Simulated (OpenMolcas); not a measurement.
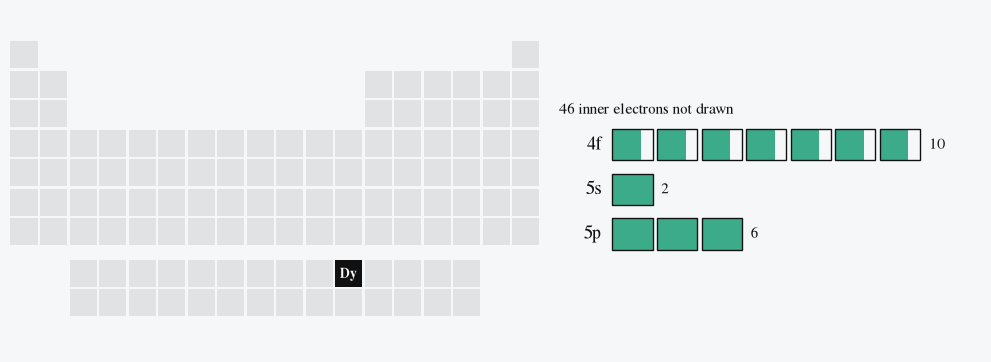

*Left, the place of dysprosium in the periodic table; right, the outer shells of the leading configuration of the lowest level: a box for each of the 2l + 1 orbitals, shaded by the share of the shell that is filled, with the electron count at the right.*

Dy²⁺ complex: multiconfigurational calculation (part 1 of 2)

System: Dy²⁺ with 2 ligands (F; linear, 2.12 Å), with no charges around it.
Method: state-averaged CASSCF, active space 10 electrons in the shell 4f, basis ANO-RCC-VDZP on the metal and ANO-RCC-VDZP on the ligands, DKH2 scalar Hamiltonian, spin-orbit coupling by RASSI with atomic mean-field integrals (OpenMolcas).

Input file:
```
&GATEWAY
Coord
3

Dy 0.0 0.0 0.0
F 0.000000 0.000000 2.120000
F 0.000000 0.000000 -2.120000
Basis=Dy.ANO-RCC-VDZP,F.ANO-RCC-VDZP
Group=XYZ
NoMove
AngMom=0.0 0.0 0.0
AMFI
RICD
&SEWARD
&RASSCF
FileOrb=start.orb
Symmetry=1
Spin=5
nActEl=10 0 0
Inactive=20 17
Ras2=0 7
CIRoot=35 35 1
SDav=35
CIMx=300
Iter=150 100
PrWF=0.3
OrbListing=Nothing
MaxOrb=0
LevShft=1.0
>>> COPY $Project.JobIph JOB001
&RASSCF
FileOrb=start.orb
Symmetry=1
Spin=3
nActEl=10 0 0
Inactive=20 17
Ras2=0 7
CIRoot=162 162 1
SDav=210
CIMx=300
Iter=150 100
PrWF=0.3
OrbListing=Nothing
MaxOrb=0
CIOnly
LevShft=1.0
>>> COPY $Project.JobIph JOB002
&RASSCF
FileOrb=start.orb
Symmetry=1
Spin=1
nActEl=10 0 0
Inactive=20 17
Ras2=0 7
CIRoot=162 162 1
SDav=196
CIMx=300
Iter=150 100
PrWF=0.3
OrbListing=Nothing
MaxOrb=0
CIOnly
LevShft=1.0
>>> COPY $Project.JobIph JOB003
&RASSI
NrOfJobIphs=3 32 106 31
1 2 3 4 5 6 7 8 9 10 11 12 13 14 15 16 17 18 19 20 21 22 23 24 25 26 27
28 29 30 31 32
1 2 3 4 5 6 7 8 9 10 11 12 13 14 15 16 17 18 19 20 21 22 23 24 25 26 27
28 29 30 31 32 33 34 35 36 37 38 39 40 41 42 43 44 45 46 47 48 49 50 51
52 53 54 55 56 57 58 59 60 61 62 63 64 65 66 67 68 69 70 71 72 73 74 75
76 77 78 79 80 81 82 83 84 85 86 87 88 89 90 91 92 93 94 95 96 97 98 99
100 101 102 103 104 105 106
1 2 3 4 5 6 7 8 9 10 11 12 13 14 15 16 17 18 19 20 21 22 23 24 25 26 27
28 29 30 31
IphNames
JOB001
JOB002
JOB003
EJob
SpinOrbit
DIPRint=1.0
SOCoupling=1000.0
Subsets=2
Property=9
'ANGMOM' 1 'ANGMOM' 2 'ANGMOM' 3 'MLTPL  1' 1 'MLTPL  1' 2 'MLTPL  1' 3
'AMFI' 1 'AMFI' 2 'AMFI' 3
SOProperty=3
'ANGMOM' 1 'ANGMOM' 2 'ANGMOM' 3
```

The file start.orb holds starting orbitals from an earlier step. A driver script formed the levels outside the program, from RASSI's spin-orbit matrix and the active-space energies, averaged over the components of each term or state.

Hardware: 1 thread of Intel Xeon (Granite Rapids), 16 GiB of memory available, shared host.

Command:
```bash
OMP_NUM_THREADS=1 MOLCAS_MEM=2457 MOLCAS_PROJECT=a pymolcas a.inp > a.log  # once for each step of the input, in one work folder
```

Log (extracts):
```
--- SEWARD ---
Basis set label: DY.ANO-RCC...7S6P4D2F1G.

      Electronic valence basis set:
      ------------------
      Associated Effective Charge  66.000000 au
      Associated Actual Charge     66.000000 au
      Nuclear Model: Point charge

      Shell  nPrim  nBasis  Cartesian Spherical Contaminant
         s      25       7        X
         p      22       6        X
         d      15       4                 X
         f      11       2                 X
         g       4       1                 X
                  Relativistic Douglas-Kroll-Hess integrals:
                    - DKH order of Hamiltonian: 2
                    - DKH order of Properties : 0
                  Atomic mean-field integrals
--- RASSCF ---
Wave function specifications:
      -----------------------------

      Number of closed shell electrons          74
      Number of electrons in active shells      10
      Max number of holes in RAS1 space          0
      Max nr of electrons in RAS3 space          0
      Number of inactive orbitals               37
      Number of active orbitals                  7
      Number of secondary orbitals              52
      Spin quantum number                      2.0
      State symmetry                             1
Orbital specifications:
      -----------------------

      Symmetry species                           1   2
                                                ag  au
      Frozen orbitals                            0   0
      Inactive orbitals                         20  17
      Active orbitals                            0   7
      RAS1 orbitals                              0   0
      RAS2 orbitals                              0   7
      RAS3 orbitals                              0   0
      Secondary orbitals                        30  22
      Deleted orbitals                           0   0
      Number of basis functions                 50  46
      Number of CSFs                            35
      Number of root(s) required                35
      Iter CI   SX   CI       RASSCF       Energy    max ROT     max BLB   max BLB  Level Ln srch  Step   QN
          iter iter root      energy       change     param      element    value   shift minimum  type update
 Nr of preliminary CI iterations:   1
      Total energies have been shifted. Add               -12000.00 au
        1   1   11    0  -345.23958058    0.00E+00  -6.94E-02   16  40 2 -3.37E-01*  0.78   0.00    SX    NO
        2   1   11    0  -345.51370432   -2.74E-01* -3.30E-02   20  23 1  1.12E-01*  0.71   0.00    SX    NO
        3   1   12    0  -345.53200817   -1.83E-02* -1.86E-02   18  25 2 -6.74E-02*  0.57   0.00    SX    NO
        4   1   10    0  -345.53770356   -5.70E-03*  1.34E-02   22  29 2  6.27E-02*  0.67   0.00    SX    NO
        5   1   11    0  -345.54012965   -2.43E-03*  1.18E-02   21  28 2 -5.55E-02*  0.56   0.57    SX   YES
        6   1   10    0  -345.54176384   -1.63E-03*  9.29E-03   20  27 2  4.51E-02*  0.65   0.57    SX   YES
        7   1   11    0  -345.54278220   -1.02E-03*  7.68E-03   21  28 2 -3.59E-02*  0.58   0.57    SX   YES
        8   1   10    0  -345.54322792   -4.46E-04*  3.42E-03   20  27 2  3.07E-02*  0.63   0.54    LS   YES
        9   1    9    0  -345.54426911   -1.04E-03*  1.77E-03   19  22 1 -4.08E-03*  0.61   1.02    QN   YES
       10   1    9    0  -345.54431677   -4.77E-05*  1.79E-03   19  22 1 -1.99E-03*  0.61   2.02    LS   YES
       11   1    8    0  -345.54433236   -1.56E-05* -4.60E-04   20  35 1 -1.16E-03*  0.60   0.97    QN   YES
       12   1    7    0  -345.54433432   -1.95E-06* -2.76E-04   20  35 1 -7.03E-04*  0.61   1.60    LS   YES
       13   1    8    0  -345.54433464   -3.20E-07*  2.75E-04   20  35 1 -4.27E-04*  0.61   1.00    QN   YES
       14   1    7    0  -345.54433506   -4.26E-07* -1.70E-04   20  35 1 -1.96E-04*  0.61   1.62    LS   YES
       15   1    6    0  -345.54433514   -7.27E-08* -3.79E-05   14  38 2  1.13E-04*  0.61   1.00    QN   YES
       16   1    6    0  -345.54433516   -2.25E-08* -3.73E-05   17  34 2 -4.86E-05   0.61   1.56    QN   YES
       17   1    5    0  -345.54433517   -7.61E-09  -9.34E-06   17  34 2 -1.36E-05   0.61   1.11    QN   YES
      Convergence after 17 iterations
       18   1    5    0  -345.54433517   -6.53E-10  -9.34E-06   14  38 2 -7.81E-06   0.61   1.11    QN   YES
      Natural orbitals and occupation numbers for root  1
      sym 2:   1.500000   1.500000   1.000000   1.500000   1.500000   1.500000   1.500000
      Natural orbitals and occupation numbers for root  2
      sym 2:   1.500000   1.500000   1.000000   1.500000   1.500000   1.500000   1.500000
      Natural orbitals and occupation numbers for root  3
      sym 2:   1.923839   1.000000   1.745231   1.076161   1.745231   1.254769   1.254769
::    RASSCF root number  1 Total energy: -12345.62313547
::    RASSCF root number  2 Total energy: -12345.62313547
::    RASSCF root number  3 Total energy: -12345.61898744
::    RASSCF root number  4 Total energy: -12345.61898744
::    RASSCF root number  5 Total energy: -12345.61895566
::    RASSCF root number  6 Total energy: -12345.61895566
::    RASSCF root number  7 Total energy: -12345.61893804
::    RASSCF root number  8 Total energy: -12345.61893804
::    RASSCF root number  9 Total energy: -12345.61827509
::    RASSCF root number 10 Total energy: -12345.61827509
::    RASSCF root number 11 Total energy: -12345.61729630
::    RASSCF root number 12 Total energy: -12345.61729630
::    RASSCF root number 13 Total energy: -12345.61684067
::    RASSCF root number 14 Total energy: -12345.54891970
::    RASSCF root number 15 Total energy: -12345.54704124
::    RASSCF root number 16 Total energy: -12345.54704124
::    RASSCF root number 17 Total energy: -12345.54500261
::    RASSCF root number 18 Total energy: -12345.54500261
::    RASSCF root number 19 Total energy: -12345.54496187
::    RASSCF root number 20 Total energy: -12345.54185517
::    RASSCF root number 21 Total energy: -12345.54185517
::    RASSCF root number 22 Total energy: -12345.50237386
::    RASSCF root number 23 Total energy: -12345.50237386
::    RASSCF root number 24 Total energy: -12345.50147643
::    RASSCF root number 25 Total energy: -12345.50147643
::    RASSCF root number 26 Total energy: -12345.50053773
::    RASSCF root number 27 Total energy: -12345.50053773
::    RASSCF root number 28 Total energy: -12345.50048372
::    RASSCF root number 29 Total energy: -12345.50048372
::    RASSCF root number 30 Total energy: -12345.50045326
--- RASSCF ---
Wave function specifications:
      -----------------------------

      Number of closed shell electrons          74
      Number of electrons in active shells      10
      Max number of holes in RAS1 space          0
      Max nr of electrons in RAS3 space          0
      Number of inactive orbitals               37
      Number of active orbitals                  7
      Number of secondary orbitals              52
      Spin quantum number                      1.0
      State symmetry                             1
Orbital specifications:
      -----------------------

      Symmetry species                           1   2
                                                ag  au
      Frozen orbitals                            0   0
      Inactive orbitals                         20  17
      Active orbitals                            0   7
      RAS1 orbitals                              0   0
      RAS2 orbitals                              0   7
      RAS3 orbitals                              0   0
      Secondary orbitals                        30  22
      Deleted orbitals                           0   0
      Number of basis functions                 50  46
      Number of CSFs                           210
      Number of root(s) required               162
      Iter CI   SX   CI       RASSCF       Energy    max ROT     max BLB   max BLB  Level Ln srch  Step   QN
          iter iter root      energy       change     param      element    value   shift minimum  type update
 Nr of preliminary CI iterations:   1
        1   1    0    0-12345.44368062    0.00E+00   0.00E+00   18  25 2 -9.91E-03*  0.00   0.00    SX    NO
      Natural orbitals and occupation numbers for root  1
      sym 2:   1.468943   1.425557   1.424542   1.361915   1.424542   1.425557   1.468943
      Natural orbitals and occupation numbers for root  2
      sym 2:   1.469467   1.426544   1.417906   1.374498   1.413840   1.428409   1.469336
      Natural orbitals and occupation numbers for root  3
      sym 2:   1.469336   1.426544   1.413840   1.374498   1.417906   1.428409   1.469467
::    RASSCF root number  1 Total energy: -12345.53109301
::    RASSCF root number  2 Total energy: -12345.53104100
::    RASSCF root number  3 Total energy: -12345.53104100
::    RASSCF root number  4 Total energy: -12345.53093598
::    RASSCF root number  5 Total energy: -12345.53093598
::    RASSCF root number  6 Total energy: -12345.53083906
::    RASSCF root number  7 Total energy: -12345.53083906
::    RASSCF root number  8 Total energy: -12345.53076710
::    RASSCF root number  9 Total energy: -12345.53076710
::    RASSCF root number 10 Total energy: -12345.53075501
::    RASSCF root number 11 Total energy: -12345.53075501
::    RASSCF root number 12 Total energy: -12345.53049707
::    RASSCF root number 13 Total energy: -12345.53049707
::    RASSCF root number 14 Total energy: -12345.53034277
::    RASSCF root number 15 Total energy: -12345.53034277
::    RASSCF root number 16 Total energy: -12345.50978108
::    RASSCF root number 17 Total energy: -12345.50978108
::    RASSCF root number 18 Total energy: -12345.50811170
::    RASSCF root number 19 Total energy: -12345.50811170
::    RASSCF root number 20 Total energy: -12345.50664137
::    RASSCF root number 21 Total energy: -12345.50664137
::    RASSCF root number 22 Total energy: -12345.50531085
::    RASSCF root number 23 Total energy: -12345.50531085
::    RASSCF root number 24 Total energy: -12345.50458946
::    RASSCF root number 25 Total energy: -12345.50458946
::    RASSCF root number 26 Total energy: -12345.50431557
::    RASSCF root number 27 Total energy: -12345.49799535
::    RASSCF root number 28 Total energy: -12345.49799535
::    RASSCF root number 29 Total energy: -12345.49772973
::    RASSCF root number 30 Total energy: -12345.49772973
--- RASSCF ---
Wave function specifications:
      -----------------------------

      Number of closed shell electrons          74
      Number of electrons in active shells      10
      Max number of holes in RAS1 space          0
      Max nr of electrons in RAS3 space          0
      Number of inactive orbitals               37
      Number of active orbitals                  7
      Number of secondary orbitals              52
      Spin quantum number                      0.0
      State symmetry                             1
Orbital specifications:
      -----------------------

      Symmetry species                           1   2
                                                ag  au
      Frozen orbitals                            0   0
      Inactive orbitals                         20  17
      Active orbitals                            0   7
      RAS1 orbitals                              0   0
      RAS2 orbitals                              0   7
      RAS3 orbitals                              0   0
      Secondary orbitals                        30  22
      Deleted orbitals                           0   0
      Number of basis functions                 50  46
      Number of CSFs                           196
      Number of root(s) required               162
      Iter CI   SX   CI       RASSCF       Energy    max ROT     max BLB   max BLB  Level Ln srch  Step   QN
          iter iter root      energy       change     param      element    value   shift minimum  type update
 Nr of preliminary CI iterations:   1
        1   1    0    0-12345.36885093    0.00E+00   0.00E+00   23  30 2 -1.67E-02*  0.00   0.00    SX    NO
      Natural orbitals and occupation numbers for root  1
      sym 2:   1.586695   1.324034   0.952461   1.613040   1.613040   1.324034   1.586695
      Natural orbitals and occupation numbers for root  2
      sym 2:   1.608731   1.355428   1.288204   1.036886   1.798725   1.376601   1.535425
      Natural orbitals and occupation numbers for root  3
      sym 2:   1.798725   1.355428   1.535425   1.036886   1.288204   1.376601   1.608731
::    RASSCF root number  1 Total energy: -12345.47981162
::    RASSCF root number  2 Total energy: -12345.47952871
::    RASSCF root number  3 Total energy: -12345.47952871
::    RASSCF root number  4 Total energy: -12345.47879115
::    RASSCF root number  5 Total energy: -12345.47879115
::    RASSCF root number  6 Total energy: -12345.47785982
::    RASSCF root number  7 Total energy: -12345.47785982
::    RASSCF root number  8 Total energy: -12345.47702640
::    RASSCF root number  9 Total energy: -12345.47702640
::    RASSCF root number 10 Total energy: -12345.47644030
::    RASSCF root number 11 Total energy: -12345.47644030
::    RASSCF root number 12 Total energy: -12345.47598389
::    RASSCF root number 13 Total energy: -12345.47598389
::    RASSCF root number 14 Total energy: -12345.47475045
::    RASSCF root number 15 Total energy: -12345.47475045
::    RASSCF root number 16 Total energy: -12345.47111975
::    RASSCF root number 17 Total energy: -12345.47111975
::    RASSCF root number 18 Total energy: -12345.46085165
::    RASSCF root number 19 Total energy: -12345.46085165
::    RASSCF root number 20 Total energy: -12345.46081445
::    RASSCF root number 21 Total energy: -12345.46081445
::    RASSCF root number 22 Total energy: -12345.45935780
::    RASSCF root number 23 Total energy: -12345.45341943
::    RASSCF root number 24 Total energy: -12345.45341943
::    RASSCF root number 25 Total energy: -12345.44813953
::    RASSCF root number 26 Total energy: -12345.44813953
::    RASSCF root number 27 Total energy: -12345.44642850
::    RASSCF root number 28 Total energy: -12345.44636201
::    RASSCF root number 29 Total energy: -12345.44636201
::    RASSCF root number 30 Total energy: -12345.44596762
```

(Continued in part 2.) Outcome of the run: converged.
